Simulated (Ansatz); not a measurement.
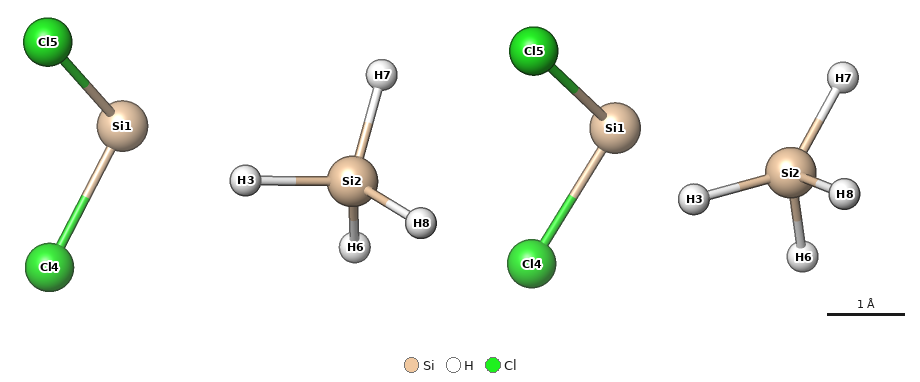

Two geometries of Si₂H₄Cl₂ (started from a transition state, displaced along its imaginary mode), drawn at one scale. One is the start of a relaxation, the other its converged end. The picture is a ball-and-stick view, seen at a tilt.

Level of theory: RKS PBE0-D4/def2-TZVP (Ansatz 0.2.0). Settings: force threshold 0.005 eV/Å; at most 200 steps.

Which of the two is the end point?

Answer. The left one is the relaxed one. Over 12 geometry steps the energy falls by 0.690 eV. Largest force component: 2.2 eV/Å at the start, 0.0044 eV/Å at the end. H8 moves most after the best rigid fit: 0.62 Å. By element the largest moves are H 0.62 Å, Cl 0.49 Å, Si 0.47 Å. Near-neighbour distances that change, for instance: Si1–Si2 2.523 → 3.307 Å, Si1–H3 1.993 → 2.459 Å, Si1–Cl5 2.186 → 2.083 Å, Si2–H3 1.426 → 1.498 Å. Bond angles that change, for instance: H3–Si2–H7 137.5° → 108.4°, H3–Si2–H8 92.5° → 108.0°, H3–Si2–H6 99.9° → 108.4°. The run took 37 s on 4 threads of Arm Neoverse V1 (shared host).
